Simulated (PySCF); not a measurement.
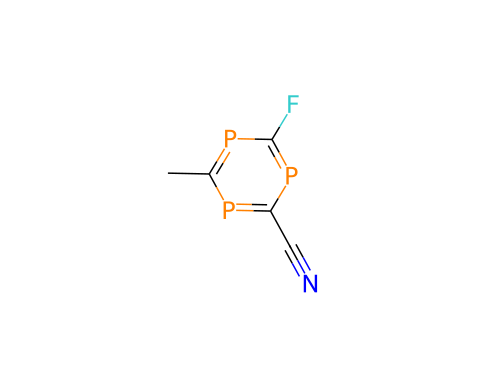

The geometry was computed by an optimisation with GFN2-xTB. No frequency run is at hand to confirm it as a minimum. Level of theory: CAM-B3LYP/def2-SVPD, gas phase (PySCF 2.14.0). Excitations: vertical, linear response.

Computed properties:

The species is C₅H₃FNP₃ (`Cc1pc(F)pc(C#N)p1`).
- dipole moment: 4.78 D
- HOMO energy (Kohn–Sham orbital): −8.94 eV
- LUMO energy (Kohn–Sham orbital): −2.56 eV
- HOMO–LUMO gap: 6.38 eV
- mean static polarisability: 141.5 bohr³
- lowest vertical singlet excitation: 3.44 eV
- its oscillator strength: 0.017
- brightest of the 8 lowest singlets: 4.56 eV
- its oscillator strength: 0.33

The geometry is semi-empirical. Around P such bond lengths and angles can be off by a tenth of an ångström or more and by several degrees, and values that hang on the shape move with them.
